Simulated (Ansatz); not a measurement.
# FH₅NSi₂ (charge +1): what the fields show

Input file:

```
crystal:
  periodic: [false, false, false]
  atoms:
    - { symbol: "N", position_ang: [0.35208, 1.50449, -0.42777] }
    - { symbol: Si, position_ang: [0.06649, -0.45394, -1.04701] }
    - { symbol: F, position_ang: [1.63743, -0.67401, -0.65869] }
    - { symbol: Si, position_ang: [-0.85937, -1.4786, 0.79376] }
    - { symbol: H, position_ang: [0.96005, 1.55024, 0.3909] }
    - { symbol: H, position_ang: [-0.49787, 2.03015, -0.23621] }
    - { symbol: H, position_ang: [0.84519, 1.98112, -1.18189] }
    - { symbol: H, position_ang: [-1.05725, -1.80658, 2.22812] }
    - { symbol: H, position_ang: [-0.82516, -1.22314, -1.8758] }
total_charge: 1
basis:
  gaussian: { orbitals: def2-SVP }
hamiltonian:
  xc: pbe0
relax:
  f_tol: 0.02
  max_steps: 50
output:
  orbitals: {}
```

Run with:

```sh
ansatz run input.yaml --threads 2 --pin off --max-ram 3072MiB --backend cpu --events-out ev --progress --plain --runs-dir out
```

The fields are those of the run's last geometry, not of the input's.

The calculation used Ansatz 0.2.0, RKS PBE0/def2-SVP.

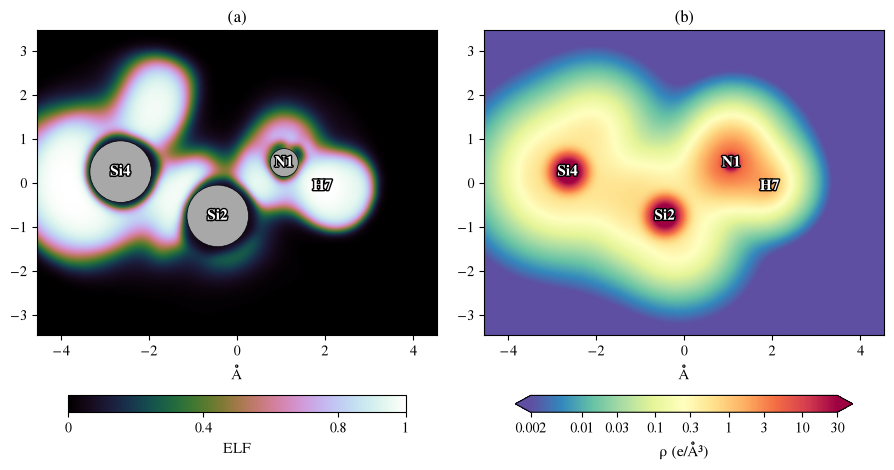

Figure 1. (a) electron localisation function; (b) electron density on the plane of atoms N1, Si2 and Si4. Grey discs cover the atomic cores in the ELF map.

Q: What do the fields say about this system?

A:
- Atoms in the plane: N, Si and H.
- Si–N (1.94 Å): ρ at the midpoint is about 0.73 e/Å³; the ELF peaks at about 0.95 between the atoms, as expected for a shared but strongly polarised pair.
- Si–Si (2.42 Å): the density is about 0.58 e/Å³ at the midpoint; the ELF peaks at about 1 between the atoms (a shared electron pair).
- N–H (1.03 Å): ρ is about 2.8 e/Å³ halfway; the ELF climbs to about 1 towards the hydrogen, as it does in any bond to H: an ordinary covalent bond to hydrogen.
- The ELF also peaks beside Si4, away from the bonds: lone-pair regions.

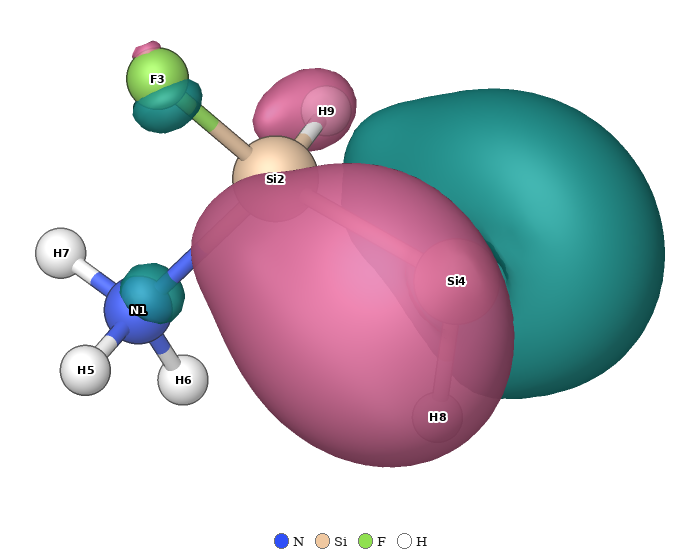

Figure 2. The LUMO at ±0.1 Å⁻³ᐟ² (teal and pink are the two phases), seen at an oblique angle.

Q: Where does this orbital lie, and at what energy?

A: By Hirshfeld shares it lies mainly on Si4 (about 80 %) and Si2 (about 15 %). Its energy is −8.13 eV.

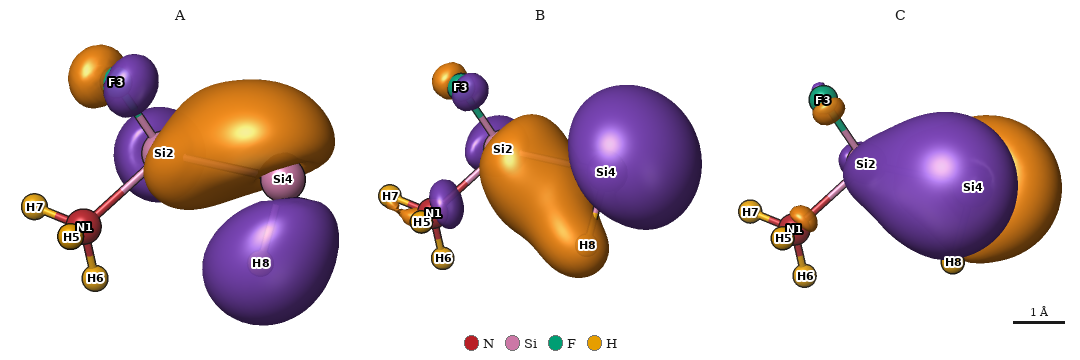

Figure 3. Three frontier orbitals at ±0.1 Å⁻³ᐟ² (orange and purple are the two phases), in no order.

Q: Order the three orbitals by energy and name them.

A: A is the HOMO−1 (−13.26 eV). It lies mainly on Si4 (about 40 %), H8 (about 25 %), Si2 (about 20 %), H9 (about 5 %) and F3 (about 5 %). B is the HOMO (−11.74 eV). Its weight (Hirshfeld) is mainly on Si4 (about 70 %) and Si2 (about 20 %). C is the LUMO (−8.13 eV). It lies mainly on Si4 (about 80 %) and Si2 (about 15 %).

Q: What is the HOMO–LUMO gap?

A: 3.61 eV between the orbital energies.
